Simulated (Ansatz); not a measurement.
Cell of bcc W (0 0 1) on antifluorite Mg2Si (0 0 1) (film strained to the substrate, started from cuts of the bulks and a machine-learned relaxation; slabs Mg10Si6 and W12, which can lie off the formulas), relaxed at this level with a, b, gamma of the cell held:

```
Mg5W6Si3
1.0
    4.49940    -0.00008     0.03090
   -0.00008     4.49940     0.03063
   -0.18569     2.06336    26.57414
Mg Si W
10 6 12
Direct
  0.47665   0.00384   0.07927
  0.97397   0.50248   0.07930
  0.48047   0.88222   0.31930
  0.98032   0.38252   0.31930
  0.97930   0.44166   0.19954
  0.47899   0.94173   0.19950
  0.47491   0.76424   0.55928
  0.97808   0.26496   0.55936
  0.98009   0.32336   0.43909
  0.48031   0.82358   0.43906
  0.97775   0.97235   0.13926
  0.46896   0.53899   0.01342
  0.98016   0.85324   0.37925
  0.47964   0.41184   0.25935
  0.96908   0.73343   0.62519
  0.47898   0.29368   0.49934
  0.46698   0.18219   0.72854
  0.96730   0.68141   0.72996
  0.46844   0.71033   0.67250
  0.96688   0.20990   0.67253
  0.46708   0.12224   0.84851
  0.96698   0.62223   0.84853
  0.46697   0.65136   0.79009
  0.96705   0.15128   0.79011
  0.46703   0.06285   0.96606
  0.96841   0.56343   0.96613
  0.46730   0.59202   0.90865
  0.96697   0.09140   0.91007
```

The numbers are results of PBE (plane waves to 420 eV, PAW; Ansatz, a program for electronic structure), not measurements. Scalar-relativistic, without spin–orbit coupling; the runs are not spin-polarised. Its k-point mesh 7×7×1, Fermi–Dirac width 0.05 eV.

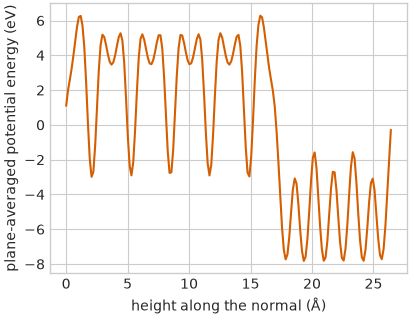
*Smooth (PAW) electrostatic potential energy of an electron, averaged over planes, about its mean*

The curve spans 14.1 eV over the stretch drawn.
